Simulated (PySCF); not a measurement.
## What a change does: NMR shielding calculation on C$_{4}$H$_{10}$Si

System: C$_{4}$H$_{10}$Si.
Method of the first run: GIAO PBE0/STO-3G NMR shielding, non-relativistic, gas phase (PySCF 2.14.0).

The geometry comes from this level: PBE0-D3(BJ)/def2-SVP. Text and figures count atoms from 1; the logs count them from 0 in places.

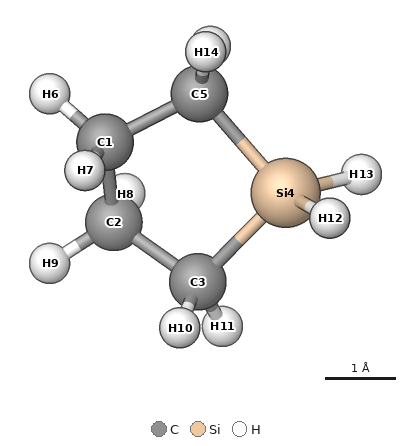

Fig. 1: The structure as given in the input (ball-and-stick view, seen at a tilt; atoms are numbered from 1 in the order of the input). Bond lengths as drawn: C–C 1.53 to 1.54 Å, C–H 1.10 Å, C–Si 1.90 Å and H–Si 1.50 Å.

**The input, the first run**
```
{"job": {"kind": "nmr", "xc": "PBE0", "basis": "STO-3G", "pop": true}, "charge": 0, "multiplicity": 1}
C     -0.632111    -0.854299    -0.295984
C     -0.777371     0.618082     0.101103
C      0.481270     1.376664    -0.351328
Si     1.879172     0.126650    -0.038426
C      0.729112    -1.369414     0.200329
H     -1.468844    -1.460097     0.089167
H     -0.673903    -0.930664    -1.397416
H     -0.871395     0.683579     1.200025
H     -1.697676     1.058829    -0.316142
H      0.429869     1.592854    -1.431772
H      0.609026     2.340755     0.163181
H      2.817721    -0.008423    -1.196663
H      2.695252     0.431327     1.178850
H      1.055204    -2.283457    -0.317427
H      0.679055    -1.610324     1.275924
```

The first line tells a small driver script what to run in PySCF; the rest is the geometry in Å.

Command:
```bash
OMP_NUM_THREADS=1 python <driver script> task.json out
```

Hardware: 1 CPU thread, shared host.

**Output (the first run)**
```
coarse grid: 12168 points
cycle   1  E = -442.4547218399  dE =  1.057e-01  |g| = 2.719e-01  |ddm| = 4.517e+00
cycle   2  E = -442.4600908249  dE = -5.369e-03  |g| = 2.420e-01  |ddm| = 7.139e-01
cycle   3  E = -442.4787712697  dE = -1.868e-02  |g| = 1.248e-02  |ddm| = 3.442e-01
cycle   4  E = -442.4788148550  dE = -4.359e-05  |g| = 5.687e-03  |ddm| = 2.499e-02
cycle   5  E = -442.4788249981  dE = -1.014e-05  |g| = 5.380e-04  |ddm| = 8.007e-03
cycle   6  E = -442.4788251076  dE = -1.095e-07  |g| = 1.156e-04  |ddm| = 1.042e-03
final grid: 110480 points
cycle   7  E = -442.4513903849  dE = -5.272e-06  |g| = 3.972e-03  |ddm| = 1.310e-02
cycle   8  E = -442.4513914878  dE = -1.103e-06  |g| = 3.542e-03  |ddm| = 1.039e-02
cycle   9  E = -442.4513955211  dE = -4.033e-06  |g| = 1.548e-04  |ddm| = 4.948e-03
cycle  10  E = -442.4513955285  dE = -7.381e-09  |g| = 2.042e-05  |ddm| = 2.268e-04
cycle  11  E = -442.4513955286  dE = -1.237e-10  |g| = 3.859e-06  |ddm| = 3.072e-05
converged SCF energy = -442.4513955286

GIAO shielding tensors (ppm)
atom      isotropic    diamagn.    paramagn.     s11        s22        s33       span
  0 C      202.951     244.929     -41.978    181.206    211.761    215.886     34.680
  1 C      202.934     245.231     -42.297    181.208    211.799    215.795     34.588
  2 C      221.626     246.305     -24.679    208.309    214.272    242.299     33.990
  3 Si     535.959     869.207    -333.248    480.107    525.967    601.803    121.695
  4 C      221.668     246.338     -24.670    208.320    214.280    242.405     34.085
  5 H       31.477      30.861       0.617     25.357     28.122     40.952     15.595
  6 H       31.770      32.249      -0.479     27.111     28.563     39.637     12.526
  7 H       31.772      32.625      -0.852     27.155     28.536     39.626     12.471
  8 H       31.481      30.969       0.512     25.361     28.115     40.966     15.605
  9 H       32.185      31.406       0.779     27.331     28.214     41.009     13.678
 10 H       32.185      30.291       1.895     26.698     28.065     41.793     15.095
 11 H       30.631      30.661      -0.029     27.172     27.248     37.473     10.301
 12 H       30.637      30.878      -0.241     27.186     27.249     37.475     10.289
 13 H       32.190      30.054       2.136     26.699     28.083     41.789     15.090
 14 H       32.170      31.522       0.648     27.268     28.224     41.017     13.750
```

The second run used a changed input.

**The two runs side by side**

| quantity | the first run | the second run |
| --- | --- | --- |
| outcome | converged | converged |
| total energy (hartree) | −442.451396 | −447.538521 |
| HOMO (eV) | −6.36 | −8.00 |
| LUMO (eV) | 8.01 | 1.47 |
| dipole moment (D) | 0.13 | 0.77 |
| shielding of C1 (ppm) | 203.0 | 169.7 |
| shielding of C2 (ppm) | 202.9 | 169.7 |
| shielding of C3 (ppm) | 221.6 | 189.2 |
| shielding of Si4 (ppm) | 536.0 | 454.8 |
| shielding of C5 (ppm) | 221.7 | 189.5 |
| shielding of H12 (ppm) | 30.6 | 28.7 |
| shielding of H13 (ppm) | 30.6 | 28.7 |
| SCF iterations | 11 | 11 |
| basis functions | 39 | 69 |
| wall time (shared host) | 3.4 s | 6.3 s |

What was changed in the input?

The change (lines with − go, lines with + come):
```diff
-"basis": "STO-3G"
+"basis": "6-31G"
```

The total energy of the second run is 3192.2 kcal/mol lower, which measures the change of basis and not a stability. The HOMO goes from −6.36 to −8.00 eV. The LUMO goes from 8.01 to 1.47 eV. The dipole moment goes from 0.13 to 0.77 D. Of all shieldings, the largest change is that of Si4, by −81.2 ppm. The number of SCF iterations is the same. The basis functions go from 39 to 69.

**Output (the second run)**
```
coarse grid: 12168 points
cycle   1  E = -447.5458697243  dE =  3.433e-01  |g| = 3.950e-01  |ddm| = 3.228e+00
cycle   2  E = -447.5244050832  dE =  2.146e-02  |g| = 4.794e-01  |ddm| = 9.197e-01
cycle   3  E = -447.5893412563  dE = -6.494e-02  |g| = 1.609e-02  |ddm| = 5.489e-01
cycle   4  E = -447.5894301896  dE = -8.893e-05  |g| = 4.709e-03  |ddm| = 3.895e-02
cycle   5  E = -447.5894387127  dE = -8.523e-06  |g| = 8.717e-04  |ddm| = 1.018e-02
final grid: 110480 points
cycle   6  E = -447.5385087077  dE = -9.770e-06  |g| = 6.585e-03  |ddm| = 1.689e-02
cycle   7  E = -447.5385022238  dE =  6.484e-06  |g| = 8.172e-03  |ddm| = 1.553e-02
cycle   8  E = -447.5385207916  dE = -1.857e-05  |g| = 1.471e-04  |ddm| = 8.925e-03
cycle   9  E = -447.5385207995  dE = -7.877e-09  |g| = 6.406e-05  |ddm| = 3.651e-04
cycle  10  E = -447.5385208006  dE = -1.092e-09  |g| = 1.861e-05  |ddm| = 7.926e-05
cycle  11  E = -447.5385208007  dE = -9.720e-11  |g| = 4.253e-06  |ddm| = 3.120e-05
converged SCF energy = -447.5385208007

GIAO shielding tensors (ppm)
atom      isotropic    diamagn.    paramagn.     s11        s22        s33       span
  0 C      169.665     242.281     -72.616    147.994    175.628    185.373     37.379
  1 C      169.658     242.467     -72.809    147.928    175.706    185.340     37.412
  2 C      189.225     247.737     -58.512    172.945    184.720    210.010     37.065
  3 Si     454.796     880.249    -425.453    399.377    460.785    504.225    104.848
  4 C      189.451     247.975     -58.524    173.117    184.975    210.260     37.143
  5 H       30.538      29.787       0.750     24.865     28.351     38.396     13.531
  6 H       31.173      30.018       1.155     26.326     28.813     38.382     12.056
  7 H       31.169      29.892       1.277     26.362     28.783     38.363     12.001
  8 H       30.541      29.893       0.649     24.872     28.338     38.414     13.543
  9 H       31.764      29.834       1.930     26.460     28.843     39.989     13.529
 10 H       31.641      29.523       2.117     26.350     28.526     40.046     13.696
 11 H       28.730      29.065      -0.335     25.355     25.935     34.899      9.544
 12 H       28.738      29.016      -0.278     25.355     25.942     34.916      9.562
 13 H       31.653      29.601       2.052     26.338     28.555     40.066     13.728
 14 H       31.741      29.748       1.994     26.400     28.840     39.985     13.584
```
